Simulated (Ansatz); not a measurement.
Base system: InP in the zinc blende structure (space group F-43m, No. 216; a = 5.878 Å).

Modification: an isotropic linear strain of −1.50 %; the atoms relax in the strained cell.

Level of theory: Ansatz (a program for electronic structure), PBEsol, PAW, cutoff 420 eV, no spin-orbit coupling.

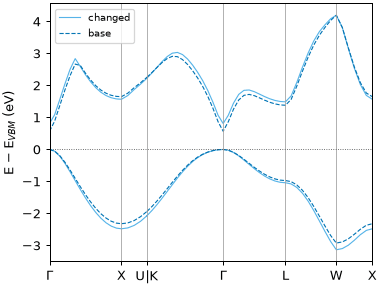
Figure: Highest valence and lowest conduction band along the path, each from its own valence-band maximum

**Question.** From the figure, how large is the changed gap, and is it direct?

**Answer.** About 0.8 eV, direct at Γ.

Stability against distortions was not tested.
